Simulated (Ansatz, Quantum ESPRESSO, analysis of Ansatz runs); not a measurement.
# Li2CdCl4 (Imma), nudged elastic band: V_Cd hop (3.8 Å) (q = −2), part 2 of 4

Wanted: path and barrier of a jump of Cd in Li2CdCl4 (Imma) at charge −2. The case: V_Cd hop (3.8 Å), in a cell of 56 host atoms with 1 Cd taken out.

Ansatz 0.2.0; plane-wave PAW DFT, PBEsol; nudged elastic band between two relaxed defect structures at fixed charge in a uniform background.

So far: Set-up; Relaxation of the start point, charge −2.

## (3) Relaxation of the end point, charge −2

Level of this step: plane-wave PAW DFT, PBEsol; relaxation of all atoms of a defect supercell at fixed charge in a uniform background (Ansatz).

The end point is relaxed in the same cell and settings, so that the two energies compare. Atoms more than 3.2 Å from the middle of the hop start where the first relaxation left them, the nearer ones on or close to their ideal places, with small random displacements.

File qm2.end/input.yaml:

```yaml
crystal:
  lattice:
    - [0.0, 7.62069338, 10.46883164]
    - [7.38023042, 0.0, 10.46883164]
    - [7.38023042, 7.62069338, 0.0]
  atoms:
    - { symbol: Li, position: [0.19361132, 0.45094154, 0.04926611] }
    - { symbol: Li, position: [0.43865635, 0.69690542, 0.30562599] }
[... 1 atom line left out ...]
    - { symbol: Li, position: [0.9411874, 0.19459326, 0.80321394] }
    - { symbol: Li, position: [0.13775109, 0.6274081, 0.63693077] }
[... 6 atom lines left out ...]
    - { symbol: Li, position: [0.90171533, 0.86352462, 0.87276888] }
[... 1 atom line left out ...]
    - { symbol: Li, position: [0.30679425, 0.04776291, 0.45220454] }
[... 2 atom lines left out ...]
    - { symbol: Cd, position: [0.25, -0.25, 0.75] }
[... 9 atom lines left out ...]
    - { symbol: Cl, position: [0.88698115, 0.86817834, 0.63182166] }
    - { symbol: Cl, position: [0.24656242, 0.7496538, 0.50343758] }
[... 3 atom lines left out ...]
    - { symbol: Cl, position: [0.11817834, 0.63698115, 0.86301885] }
[... 6 atom lines left out ...]
    - { symbol: Cl, position: [0.9996538, 0.99656242, 0.7503462] }
[... 5 atom lines left out ...]
    - { symbol: Cl, position: [0.3880894, 0.86757736, 0.63234998] }
[... 6 atom lines left out ...]
    - { symbol: Cl, position: [0.11498249, 0.13411815, 0.36592008] }
[... 2 atom lines left out ...]
    - { symbol: Cl, position: [0.86328278, 0.88129944, 0.12358085] }
total_charge: -2
basis:
  ecutwfc: 420
  xc_grid: 2
hamiltonian:
  xc: pbesol
kpoints:
  mp_grid: { grid: [1, 1, 1], shift: [0.25, 0.25, 0.25] }
scf:
  occupations: { method: fixed }
  max_iter: 150
output:
  forces: true
relax:
  f_tol: 0.02
  max_steps: 70
  random_displacement: { amplitude: 0.01, seed: 1192 }
```

The run is started by

```sh
ansatz run input.yaml --threads 16 --pin off --max-ram 26378MiB --backend cpu --events-out ev --progress --plain --runs-dir out
```

Numbers of over 12 decimals in the logs are rounded to 6 here.

The log of the run:

```text
[...]
Crystal: 55 atoms, lattice volume = 1177.586 Å³
Basis set: ecut = 420 eV, 23051 PW (Γ), exchange–correlation on 180×180×144 points (8 copies of the dense FFT grid, shifted against one another)
Bands: 262, of which v1, the nominal top of the filled ones, is band 207 counted from 1 (206 counted from 0)
Symmetry: 1 space group operations
k-points: 1
[...]
SCF iter   1: F=—  HF=-94556.578128 eV  |F-HF|=—  |Δ(HF+E_count)|=         —  Δρ=1.56e-2  dr2=3.73e0  ethr=1.77e-3  ⟨swp⟩=5.0  Hψ=754  notcnv=0  defer=53
[...]
SCF iter   7: F=-94555.286765 eV  HF=-94555.286765 eV  |F-HF|=2.80e-7  |Δ(HF+E_count)|=   1.79e-5  Δρ=1.40e-5  dr2=2.74e-6  ethr=2.42e-9  ⟨swp⟩=4.0  Hψ=796  notcnv=0
SCF 1 converged in 7 iterations: F = -94555.286765 eV  dr2 = 2.74e-6
[...]
--- Relaxed structure (5 steps of the walk, 5 accepted, 0 SCFs on fresh bases) ---
  F+E_penalty+E_count = -94556.42974343 eV   max|allowed force component| = 1.327e-2 eV/Å
  atoms:
    - { symbol: Li, position: [0.195082, 0.447228, 0.052931] }
    - { symbol: Li, position: [0.445299, 0.690664, 0.311566] }
[...]
- { symbol: Li, position: [0.113609, 0.651885, 0.612788] }
[...]
- { symbol: Li, position: [0.878055, 0.887560, 0.848242] }
    [... 1 atom left out ...]
    - { symbol: Li, position: [0.299446, 0.056206, 0.443799] }
[...]
- { symbol: Cd, position: [0.240043, -0.236225, 0.736488] }
[...]
- { symbol: Cl, position: [0.881676, 0.862598, 0.637634] }
    - { symbol: Cl, position: [0.256575, 0.738534, 0.503091] }
[...]
- { symbol: Cl, position: [0.118578, 0.635976, 0.864162] }
    [... 6 atoms left out ...]
    - { symbol: Cl, position: [0.997863, 0.997420, 0.760928] }
    [... 5 atoms left out ...]
    - { symbol: Cl, position: [0.385182, 0.864405, 0.635684] }
    [... 6 atoms left out ...]
    - { symbol: Cl, position: [0.119165, 0.136361, 0.363388] }
    [... 3 atoms left out ...]
[key lines of the parts left out:]
SCF converged after 7 iterations
Free energy (F): -94556.429743 eV
Fermi energy:    2.577770 eV
```

Run time: 8.5 s. Hardware: 16 threads of Intel Xeon 6975P-C (Granite Rapids), shared host; peak memory 2.1 GiB.

Relaxation path:

| step | energy less that of the first step (eV) | largest force component (eV/Å) |
| --- | --- | --- |
| 1 | 0.0000 | 1.0600 |
| 2 | -0.9264 | 0.3586 |
| 3 | -1.1031 | 0.1090 |
| 4 | -1.1387 | 0.0568 |
| 5 | -1.1430 | 0.0133 |

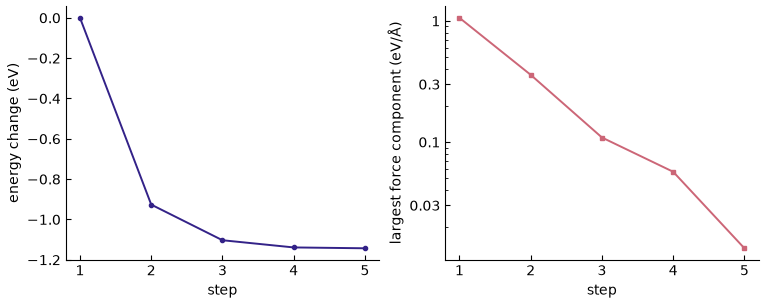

Energy and largest force along the relaxation.

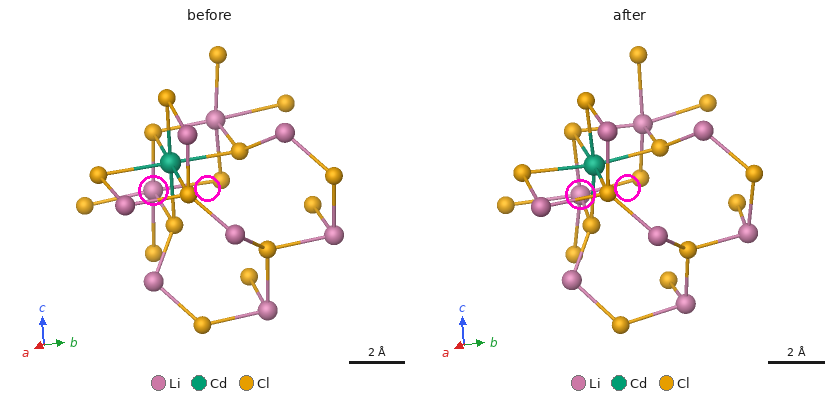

Before and after: the atoms that start within 5 Å of the centre. Li5, which moves most, is ringed if it is among them. A ring with no atom in it marks the middle of the ideal hop.

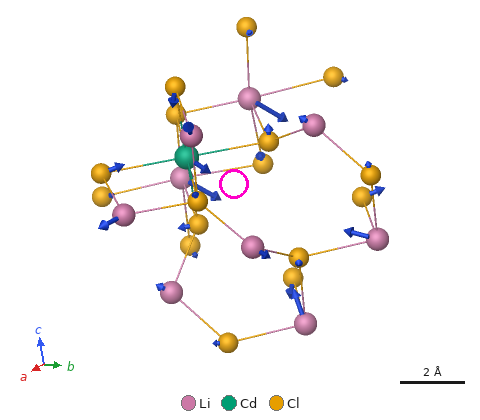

Displacements in the relaxation from the typed sites near the centre, exaggerated; the longest in the cell stands for 0.37 Å. A ring marks the middle of the ideal hop wherever no atom is near it.

The atoms that moved most (Å, from the sites as typed, ahead of the random displacement):

| atom | dx | dy | dz | length |
| --- | --- | --- | --- | --- |
| Li5 | 0.002 | -0.368 | 0.003 | 0.368 |
| Li12 | -0.004 | -0.367 | 0.003 | 0.367 |
| Li8 | -0.122 | 0.169 | -0.136 | 0.249 |
| Li9 | 0.117 | 0.167 | -0.140 | 0.248 |
| Li11 | -0.117 | 0.160 | 0.142 | 0.243 |
| Li6 | 0.117 | 0.158 | 0.140 | 0.241 |
| Cd23 | -0.001 | 0.183 | -0.039 | 0.187 |
| Cd19 | -0.001 | 0.182 | 0.042 | 0.186 |

Neighbours of Cd17 at the end:

| atom | distance (Å) |
| --- | --- |
| Cl28 | 2.526 |
| Cl39 | 2.528 |
| Cl45 | 2.595 |
| Cl32 | 2.610 |
| Cl49 | 2.728 |
| Cl42 | 2.734 |
| Li12 | 3.588 |
| Li5 | 3.589 |

This step gave:

- free energy: -94556.4297 eV
- r.m.s. move of the farther half of the atoms: 0.04933 Å
- largest move from the ideal geometry of this structure, a common shift of the far atoms taken out: 0.2917 Å

The relaxation gained 1.143 eV and ended with a largest force component of 0.013 eV/Å. The end lies within 1 meV of the start.

(Part 2 of 4 ends here.)

[Logs are printed without paths, hosts, clocks, repeated set-up lines and the standing remarks that a program may print on its own settings, such as how far it seeks lower states.]

[Hosts, paths, dates, database ids (printed as entryN), source tags and the programs' standing remarks are cut or masked in the printed files.]
